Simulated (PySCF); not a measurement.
# C8H13F: circular dichroism and optical rotation, excited states, first hyperpolarisability

What do calculations give for the circular dichroism and optical rotation, excited states, first hyperpolarisability of C8H13F (`F/C1=C\CCCCCC1`)?

Programs: PySCF 2.14.0, with routines of our own; each step states its level. All values are computed. Atoms count from 0.

## Step 1: The starting structure

22 atoms, charge 0, multiplicity 1; geometry from: GFN2-xTB.

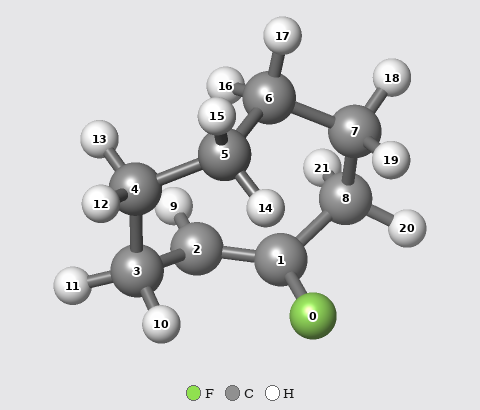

The starting geometry (fluorine green, carbon grey, hydrogen white).

## Step 2: Optimising the geometry at PBE0-D3(BJ)/def2-SVP

What the job is given:

```
{"job": {"xc": "PBE0", "basis": "def2-SVP", "d3": "d3bj", "grid": 2, "kind": "geom"}, "charge": 0, "multiplicity": 1}
F     -0.525241     1.304395     1.809609
C     -0.594492     1.377698     0.450743
C      0.515053     1.474625    -0.269110
C      1.838097     1.042198     0.255555
C      1.897944    -0.468156    -0.077313
C      0.647377    -1.255625     0.355707
C     -0.566476    -1.210226    -0.607642
C     -1.860016    -0.596870    -0.041281
C     -1.908816     0.951393    -0.092010
H      0.418929     1.578385    -1.338464
H      1.893066     1.182327     1.335012
H      2.674829     1.560357    -0.213493
H      2.770456    -0.894675     0.423097
H      2.041919    -0.591262    -1.153181
H      0.348863    -0.920741     1.348764
H      0.952262    -2.299404     0.460456
H     -0.295179    -0.684971    -1.524105
H     -0.805435    -2.236784    -0.894544
H     -2.711727    -0.983800    -0.604776
H     -1.977601    -0.915831     0.996091
H     -2.747359     1.315810     0.501246
H     -2.016863     1.290543    -1.121211
```

Launch:

```
$ OMP_NUM_THREADS=1 python excited_run.py task.json out
```

This one command runs all jobs of the session in turn.

Standard output:

```text
step   0  E = -411.73499996  max force = 0.013214
step   1  E = -411.73768691  max force = 0.004950
step   2  E = -411.73775146  max force = 0.004845
step   3  E = -411.73796357  max force = 0.002213
step   4  E = -411.73801250  max force = 0.001348
step   5  E = -411.73804372  max force = 0.000328
step   6  E = -411.73805044  max force = 0.000250
optimisation converged
```

Wall time 2 min (1 thread of Arm Neoverse V2, shared host); peak memory 0.95 GiB.

Relaxation path:

```
step  energy from step 0 (eV)  largest force component (eV/Å)
   0                   0.0000                          0.6795
   1                  -0.0731                          0.2545
   2                  -0.0749                          0.2491
   3                  -0.0806                          0.1138
   4                  -0.0820                          0.0693
   5                  -0.0828                          0.0169
   6                  -0.0830                          0.0129
```

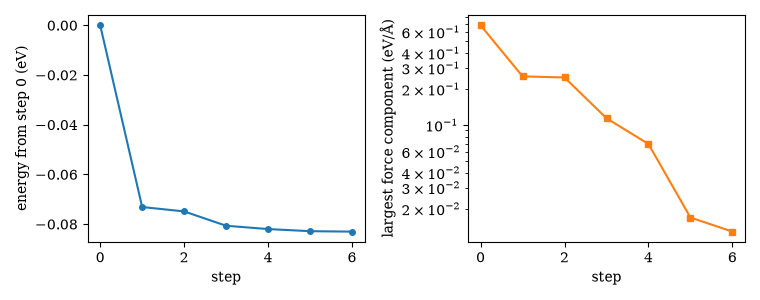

Energy and largest force along the relaxation.

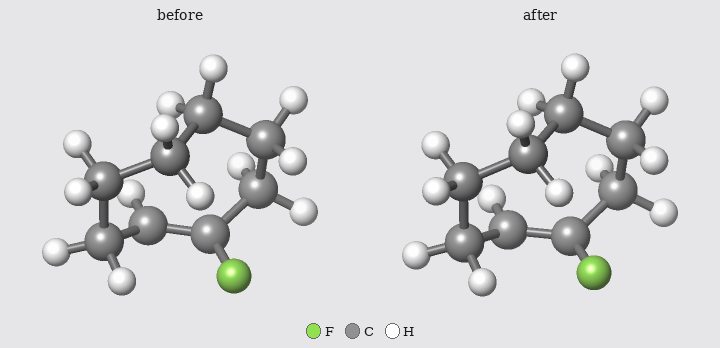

Before and after, at one scale.

Close pairs (by a distance rule), those that changed most:

```
  bond  before (Å)  after (Å)  change (Å)
 C2–H9       1.079      1.094      +0.015
C6–H16       1.091      1.104      +0.014
C5–H14       1.090      1.103      +0.013
C4–H13       1.092      1.105      +0.012
 F0–C1       1.363      1.351      -0.012
C8–H20       1.090      1.101      +0.011
C8–H21       1.089      1.100      +0.011
C7–H19       1.092      1.103      +0.011
```

The final coordinates are the input of the step that follows.

```
                         at the end point                value
  point group (found at 0.08 Å tolerance)                   C1
rotational constants (GHz, main isotopes)  2.111, 1.691, 1.208
                        dipole moment (D)                 1.55
```

## Step 3: Circular dichroism and optical rotation: TDDFT CAM-B3LYP/aug-cc-pVDZ

What the job is given:

```
{"job": {"kind": "ecd", "xc": "CAM-B3LYP", "basis": "aug-cc-pVDZ", "nstates": 12}, "charge": 0, "multiplicity": 1}
F     -0.564628     1.026276     1.867842
C     -0.649114     1.236687     0.536405
C      0.468498     1.393549    -0.174658
C      1.780042     0.893827     0.326229
C      1.842954    -0.604478    -0.045736
C      0.609347    -1.437159     0.350429
C     -0.642708    -1.381235    -0.568232
C     -1.923584    -0.745212    -0.002228
C     -1.949901     0.801761    -0.021153
H      0.342956     1.537001    -1.251464
H      1.841150     1.007256     1.419034
H      2.639423     1.426919    -0.109413
H      2.737437    -1.045470     0.426332
H      2.002022    -0.699855    -1.134940
H      0.323632    -1.181907     1.384220
H      0.939823    -2.487034     0.396841
H     -0.383098    -0.883698    -1.519270
H     -0.902802    -2.414392    -0.849687
H     -2.794971    -1.115202    -0.567039
H     -2.066454    -1.087068     1.036647
H     -2.811439     1.182461     0.549682
H     -2.036825     1.161844    -1.057330
```

With the program's defaults for keys left out, this is: TDDFT CAM-B3LYP/aug-cc-pVDZ circular dichroism and optical rotation, one conformer, gas phase.

Standard output:

```text
coarse grid: 17840 points
cycle   1  E = -412.2326412011  dE =  1.370e+00  |g| = 5.105e-01  |ddm| = 1.512e+01
cycle   2  E = -412.2329574480  dE = -3.162e-04  |g| = 5.684e-01  |ddm| = 2.521e+00
cycle   3  E = -412.2905908601  dE = -5.763e-02  |g| = 5.811e-02  |ddm| = 1.154e+00
cycle   4  E = -412.2911848557  dE = -5.940e-04  |g| = 2.874e-02  |ddm| = 1.992e-01
cycle   5  E = -412.2913813269  dE = -1.965e-04  |g| = 6.711e-03  |ddm| = 1.237e-01
cycle   6  E = -412.2913928572  dE = -1.153e-05  |g| = 1.166e-03  |ddm| = 2.423e-02
cycle   7  E = -412.2913932404  dE = -3.833e-07  |g| = 4.395e-04  |ddm| = 6.047e-03
final grid: 171104 points
cycle   8  E = -412.3177543333  dE = -5.966e-05  |g| = 4.914e-03  |ddm| = 3.691e-01
cycle   9  E = -412.3177545637  dE = -2.305e-07  |g| = 5.292e-03  |ddm| = 4.878e-02
cycle  10  E = -412.3177601945  dE = -5.631e-06  |g| = 7.055e-04  |ddm| = 1.271e-02
cycle  11  E = -412.3177602771  dE = -8.262e-08  |g| = 2.442e-04  |ddm| = 2.232e-03
cycle  12  E = -412.3177602893  dE = -1.216e-08  |g| = 8.148e-05  |ddm| = 1.187e-03
cycle  13  E = -412.3177602910  dE = -1.659e-09  |g| = 1.552e-05  |ddm| = 3.244e-04
cycle  14  E = -412.3177602910  dE = -5.639e-11  |g| = 7.462e-06  |ddm| = 6.647e-05
converged SCF energy = -412.3177602910

Singlet excitations and rotatory strengths (1e-40 esu^2 cm^2)
state   eV       nm     f(len)   f(vel)    R(len)    R(vel)   main configurations
  1   5.8672   211.3  0.02106  0.02054     2.852     3.032   H->L 0.64, H->L+2 0.18
  2   6.3375   195.6  0.16677  0.16125   -77.667   -76.203   H->L+1 0.46, H->L+7 0.12, H->L+9 0.11
  3   6.4804   191.3  0.03773  0.03611    12.662    12.338   H->L+3 0.34, H->L+2 0.31, H->L+1 0.22
  4   6.5718   188.7  0.03223  0.03132    36.707    36.018   H->L+4 0.41, H->L+1 0.17, H->L+9 0.14
  5   6.7669   183.2  0.01560  0.01511    -1.273    -1.330   H->L+2 0.33, H->L+3 0.26, H->L 0.18
  6   7.1470   173.5  0.00531  0.00527    -8.775    -8.433   H->L+7 0.38, H->L+6 0.21, H->L+5 0.17
  7   7.2095   172.0  0.00370  0.00351    10.534    10.198   H->L+6 0.68, H->L+7 0.13
  8   7.2856   170.2  0.01390  0.01333    -7.161    -7.097   H->L+5 0.58, H->L+7 0.12
  9   7.3909   167.8  0.01634  0.01546   -13.828   -13.487   H->L+8 0.48, H->L+4 0.15, H->L+3 0.09
 10   7.4210   167.1  0.01583  0.01527     4.141     4.082   H->L+9 0.43, H->L+8 0.21, H->L+4 0.14
 11   7.9261   156.4  0.00881  0.00910   -22.639   -22.783   H->L+11 0.15, H-1->L+9 0.15, H-1->L+1 0.12
 12   7.9456   156.0  0.04747  0.04620   -14.837   -14.732   H->L+11 0.37, H->L+14 0.11, H-1->L+9 0.08

Specific rotation (deg / (dm g/mL))
    nm     length   length(OI)   velocity    alpha(len)  alpha(vel)
  633.0    -130.57    -130.58    -126.82       96.782     95.238
  589.3    -154.83    -154.84    -150.38       97.143     95.593
  546.0    -186.66    -186.65    -181.29       97.598     96.039
  436.0    -337.94    -337.77    -328.19       99.517     97.923
  405.0    -418.44    -418.15    -406.36      100.413     98.802
  365.0    -578.81    -578.22    -562.06      102.008    100.367
  355.0    -634.79    -634.08    -616.41      102.517    100.866
```

Run time: 3.8 min. Hardware: 1 thread of Arm Neoverse V2, shared host; peak memory 1.5 GiB.

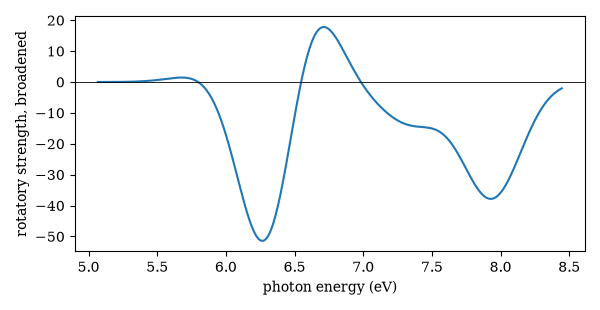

Circular dichroism: velocity-form rotatory strengths under Gaussians of 0.3 eV half-width at 1/e.

## Step 4: Excited states: TDA CAM-B3LYP/aug-cc-pVDZ

Settings changed since step 3:

```diff
@@ -1,2 +1,2 @@
-{"job": {"kind": "ecd", "xc": "CAM-B3LYP", "basis": "aug-cc-pVDZ", "nstates": 12}, "charge": 0, "multiplicity": 1}
+{"job": {"kind": "states", "xc": "CAM-B3LYP", "basis": "aug-cc-pVDZ", "tda": true, "soc": true, "nstates": 6, "ntriplets": 5, "nquad": 4}, "charge": 0, "multiplicity": 1}
 F     -0.564628     1.026276     1.867842
```

With the program's defaults for keys left out, this is: TDA CAM-B3LYP/aug-cc-pVDZ excited states, vertical, gas phase, spin-orbit mean-field couplings.

Standard output:

```text
coarse grid: 17840 points
cycle   1  E = -412.2326412011  dE =  1.370e+00  |g| = 5.105e-01  |ddm| = 1.512e+01
cycle   2  E = -412.2329574480  dE = -3.162e-04  |g| = 5.684e-01  |ddm| = 2.521e+00
cycle   3  E = -412.2905908601  dE = -5.763e-02  |g| = 5.811e-02  |ddm| = 1.154e+00
cycle   4  E = -412.2911848557  dE = -5.940e-04  |g| = 2.874e-02  |ddm| = 1.992e-01
cycle   5  E = -412.2913813269  dE = -1.965e-04  |g| = 6.711e-03  |ddm| = 1.237e-01
cycle   6  E = -412.2913928572  dE = -1.153e-05  |g| = 1.166e-03  |ddm| = 2.423e-02
cycle   7  E = -412.2913932404  dE = -3.833e-07  |g| = 4.395e-04  |ddm| = 6.047e-03
final grid: 171104 points
cycle   8  E = -412.3177543333  dE = -5.966e-05  |g| = 4.914e-03  |ddm| = 3.691e-01
cycle   9  E = -412.3177545637  dE = -2.305e-07  |g| = 5.292e-03  |ddm| = 4.878e-02
cycle  10  E = -412.3177601945  dE = -5.631e-06  |g| = 7.055e-04  |ddm| = 1.271e-02
cycle  11  E = -412.3177602771  dE = -8.262e-08  |g| = 2.442e-04  |ddm| = 2.232e-03
cycle  12  E = -412.3177602893  dE = -1.216e-08  |g| = 8.148e-05  |ddm| = 1.187e-03
cycle  13  E = -412.3177602910  dE = -1.659e-09  |g| = 1.552e-05  |ddm| = 3.244e-04
cycle  14  E = -412.3177602910  dE = -5.639e-11  |g| = 7.462e-06  |ddm| = 6.647e-05
converged SCF energy = -412.3177602910

Singlet excitations
state   eV       nm        f     d(h-e)  d(exc)  Lambda  PR(NTO)  |dmu|/D   mu/D   main configurations
  1   5.8828   210.8   0.01875   1.721   4.184   0.217   1.007    7.501    6.823   H->L 0.66, H->L+2 0.18
  2   6.4323   192.8   0.06163   1.812   4.704   0.225   1.018    7.304    8.187   H->L+1 0.42, H->L+3 0.25, H->L+2 0.17
  3   6.4880   191.1   0.05052   1.196   4.997   0.226   1.010    4.565    4.182   H->L+1 0.46, H->L+2 0.22, H->L+3 0.19
  4   6.7091   184.8   0.05313   1.642   4.874   0.264   1.036    5.960    4.766   H->L+3 0.28, H->L+4 0.21, H->L+2 0.15
  5   6.8434   181.2   0.12400   1.712   4.631   0.333   1.059                     H->L+4 0.44, H->L+2 0.16, H->L+9 0.13
  6   7.1514   173.4   0.00622   0.856   5.019   0.270   1.013                     H->L+7 0.36, H->L+6 0.23, H->L+5 0.18

Triplet excitations (Tamm-Dancoff)
state   eV     d(h-e)  d(exc)  Lambda  PR(NTO)   main configurations
  1   3.8241   0.071   2.211   0.473   1.006   H->L+9 0.47, H->L+7 0.16, H->L+4 0.13
  2   5.8040   1.520   4.073   0.221   1.008   H->L 0.63, H->L+2 0.15
  3   6.4293   0.906   4.583   0.196   1.010   H->L+3 0.46, H->L+2 0.33
  4   6.4712   0.637   5.016   0.269   1.018   H->L+1 0.74, H->L+4 0.11
  5   6.6886   2.456   5.412   0.208   1.014   H->L+2 0.32, H->L+3 0.25, H->L 0.22
S1 - T1 = 2.0588 eV

Spin-orbit couplings |<S|Hso|T>| (cm-1)
             T1       T2       T3       T4       T5
S0        2.419    3.582    1.842    3.414    1.337
S1        3.170    0.470    0.164    0.718    0.666
S2        1.702    1.293    0.856    0.929    0.452
S3        2.544    0.655    0.445    0.279    0.525
S4        0.726    0.752    0.994    1.305    0.179
S5        1.444    2.327    1.753    1.025    0.301
S6        1.952    0.422    0.554    0.520    0.633
T1 sublevels (cm-1): 0.000 0.000 0.000   radiative rates (1/s): 0.207 0.0347 0.0362
```

It took 1.8 min on 1 thread of Arm Neoverse V2, shared host; peak memory 1.4 GiB.

Key values:

```
  quantity    value
S1 less T1  2.06 eV
```

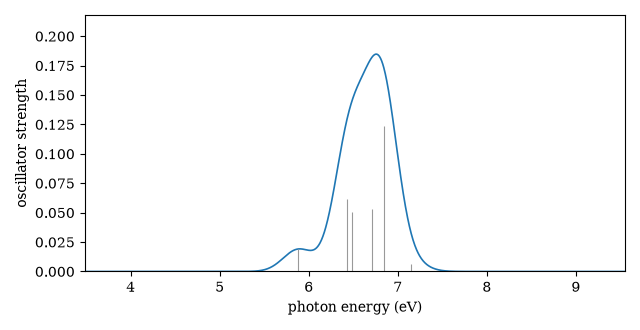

Absorption lines of the singlets. Lines are broadened to a width of 0.40 eV (Gaussian).

## Step 5: Excited states: TDDFT CAM-B3LYP/aug-cc-pVDZ

Settings changed since step 4:

```diff
@@ -1,2 +1,2 @@
-{"job": {"kind": "states", "xc": "CAM-B3LYP", "basis": "aug-cc-pVDZ", "tda": true, "soc": true, "nstates": 6, "ntriplets": 5, "nquad": 4}, "charge": 0, "multiplicity": 1}
+{"job": {"kind": "states", "xc": "CAM-B3LYP", "basis": "aug-cc-pVDZ", "tpa": true, "nstates": 8, "nquad": 6, "ntriplets": 0}, "charge": 0, "multiplicity": 1}
 F     -0.564628     1.026276     1.867842
```

Level: TDDFT CAM-B3LYP/aug-cc-pVDZ excited states, vertical, gas phase, two-photon moments by quadratic response.

Standard output:

```text
coarse grid: 17840 points
cycle   1  E = -412.2326412011  dE =  1.370e+00  |g| = 5.105e-01  |ddm| = 1.512e+01
cycle   2  E = -412.2329574480  dE = -3.162e-04  |g| = 5.684e-01  |ddm| = 2.521e+00
cycle   3  E = -412.2905908601  dE = -5.763e-02  |g| = 5.811e-02  |ddm| = 1.154e+00
cycle   4  E = -412.2911848557  dE = -5.940e-04  |g| = 2.874e-02  |ddm| = 1.992e-01
cycle   5  E = -412.2913813269  dE = -1.965e-04  |g| = 6.711e-03  |ddm| = 1.237e-01
cycle   6  E = -412.2913928572  dE = -1.153e-05  |g| = 1.166e-03  |ddm| = 2.423e-02
cycle   7  E = -412.2913932404  dE = -3.833e-07  |g| = 4.395e-04  |ddm| = 6.047e-03
final grid: 171104 points
cycle   8  E = -412.3177543333  dE = -5.966e-05  |g| = 4.914e-03  |ddm| = 3.691e-01
cycle   9  E = -412.3177545637  dE = -2.305e-07  |g| = 5.292e-03  |ddm| = 4.878e-02
cycle  10  E = -412.3177601945  dE = -5.631e-06  |g| = 7.055e-04  |ddm| = 1.271e-02
cycle  11  E = -412.3177602771  dE = -8.262e-08  |g| = 2.442e-04  |ddm| = 2.232e-03
cycle  12  E = -412.3177602893  dE = -1.216e-08  |g| = 8.148e-05  |ddm| = 1.187e-03
cycle  13  E = -412.3177602910  dE = -1.659e-09  |g| = 1.552e-05  |ddm| = 3.244e-04
cycle  14  E = -412.3177602910  dE = -5.639e-11  |g| = 7.462e-06  |ddm| = 6.647e-05
converged SCF energy = -412.3177602910

Singlet excitations
state   eV       nm        f     d(h-e)  d(exc)  Lambda  PR(NTO)  |dmu|/D   mu/D   delta(TPA)   sigma/GM   main configurations
  1   5.8672   211.3   0.02106   1.714   4.148   0.220   1.011    7.422    6.764       78.24      0.987   H->L 0.64, H->L+2 0.18
  2   6.3377   195.6   0.16664   1.539   4.179   0.298   1.074    5.859    6.509       90.83      1.337   H->L+1 0.46, H->L+7 0.12, H->L+9 0.11
  3   6.4804   191.3   0.03775   1.163   4.864   0.206   1.011    4.399    4.445       59.75      0.919   H->L+3 0.34, H->L+2 0.31, H->L+1 0.22
  4   6.5720   188.7   0.03239   0.887   4.303   0.342   1.049    4.248    4.536       33.86      0.536   H->L+4 0.41, H->L+1 0.17, H->L+9 0.14
  5   6.7670   183.2   0.01564   2.674   5.480   0.223   1.022    9.796    8.633      474.13      7.954   H->L+2 0.33, H->L+3 0.26, H->L 0.18
  6   7.1470   173.5   0.00531   0.898   5.026   0.275   1.014    2.351    2.650      178.69      3.344   H->L+7 0.38, H->L+6 0.21, H->L+5 0.17
  7   7.2096   172.0   0.00370   1.274   5.214   0.189   1.011                                            H->L+6 0.68, H->L+7 0.13
  8   7.2857   170.2   0.01390   1.764   5.612   0.221   1.019                                            H->L+5 0.58, H->L+7 0.12
```

It took 2.3 min on 1 thread of Arm Neoverse V2, shared host; peak memory 1.5 GiB.

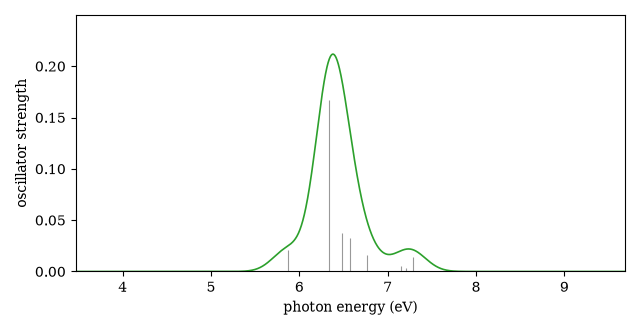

Absorption lines of the singlets. Lines are broadened to a width of 0.40 eV (Gaussian).

## Step 6: First hyperpolarisability: quadratic response CAM-B3LYP/aug-cc-pVDZ

Settings changed since step 5:

```diff
@@ -1,2 +1,2 @@
-{"job": {"kind": "states", "xc": "CAM-B3LYP", "basis": "aug-cc-pVDZ", "tpa": true, "nstates": 8, "nquad": 6, "ntriplets": 0}, "charge": 0, "multiplicity": 1}
+{"job": {"kind": "beta", "xc": "CAM-B3LYP", "basis": "aug-cc-pVDZ"}, "charge": 0, "multiplicity": 1}
 F     -0.564628     1.026276     1.867842
```

Method: quadratic response CAM-B3LYP/aug-cc-pVDZ first hyperpolarisability, Taylor convention, gas phase.

Standard output:

```text
coarse grid: 17840 points
cycle   1  E = -412.2326412011  dE =  1.370e+00  |g| = 5.105e-01  |ddm| = 1.512e+01
cycle   2  E = -412.2329574480  dE = -3.162e-04  |g| = 5.684e-01  |ddm| = 2.521e+00
cycle   3  E = -412.2905908601  dE = -5.763e-02  |g| = 5.811e-02  |ddm| = 1.154e+00
cycle   4  E = -412.2911848557  dE = -5.940e-04  |g| = 2.874e-02  |ddm| = 1.992e-01
cycle   5  E = -412.2913813269  dE = -1.965e-04  |g| = 6.711e-03  |ddm| = 1.237e-01
cycle   6  E = -412.2913928572  dE = -1.153e-05  |g| = 1.166e-03  |ddm| = 2.423e-02
cycle   7  E = -412.2913932404  dE = -3.833e-07  |g| = 4.395e-04  |ddm| = 6.047e-03
final grid: 171104 points
cycle   8  E = -412.3177543333  dE = -5.966e-05  |g| = 4.914e-03  |ddm| = 3.691e-01
cycle   9  E = -412.3177545637  dE = -2.305e-07  |g| = 5.292e-03  |ddm| = 4.878e-02
cycle  10  E = -412.3177601945  dE = -5.631e-06  |g| = 7.055e-04  |ddm| = 1.271e-02
cycle  11  E = -412.3177602771  dE = -8.262e-08  |g| = 2.442e-04  |ddm| = 2.232e-03
cycle  12  E = -412.3177602893  dE = -1.216e-08  |g| = 8.148e-05  |ddm| = 1.187e-03
cycle  13  E = -412.3177602910  dE = -1.659e-09  |g| = 1.552e-05  |ddm| = 3.244e-04
cycle  14  E = -412.3177602910  dE = -5.639e-11  |g| = 7.462e-06  |ddm| = 6.647e-05
converged SCF energy = -412.3177602910

Lowest singlets (eV, f): 5.8672 0.0211  6.3377 0.1666  6.4804 0.0378

First hyperpolarisability (au)
process     nm      |vector|   parallel      HRS      DR
static         -      109.60     -28.54      43.47   5.861
shg       1907.0      113.65     -29.51      45.17   5.817
eope      1907.0      110.92     -28.85          -       -
shg       1064.0      123.68     -31.96      49.43   5.697
eope      1064.0      113.95     -29.58          -       -
```

Wall time 1.7 min (1 thread of Arm Neoverse V2, shared host); peak memory 1.6 GiB.

## Step 7: Results

```
                                                                                         quantity                                                          value
                                                                                      point group                                                             C1
                                                             rotational constants (main isotopes)                                           2.11, 1.69, 1.21 GHz
state of largest rotatory strength (velocity form) among 12 (step 3, TDDFT CAM-B3LYP/aug-cc-pVDZ)  6.34 eV, R = -76.2 (velocity), -77.7 (length) ·10⁻⁴⁰ esu² cm²
                              specific rotation at 633.0 nm (step 3, TDDFT CAM-B3LYP/aug-cc-pVDZ)                             -126.8 (velocity), -130.6 (length)
                                                   S1 less T1 (step 4, TDA CAM-B3LYP/aug-cc-pVDZ)                                                        2.06 eV
                                      β vector (step 6, quadratic response CAM-B3LYP/aug-cc-pVDZ)            static 110, SHG 1907.0 nm 114, SHG 1064.0 nm 124 au
```

What this shows: The optimisation took 6 steps and gained 0.083 eV; among the close pairs (by a distance rule), C2–H9 changed most, from 1.079 to 1.094 Å. Rotations belong to one conformer and to the handedness of the start; where its mirror image forms freely, a sample shows none. In step 4, the number of triplets below S1 is 2, and the largest singlet-triplet spin-orbit coupling is S0–T2, 3.58 cm⁻¹. β grows from 110 au (static) to 124 au for doubling at 1064.0 nm: normal dispersion, which grows as twice the photon energy moves toward the bright states.
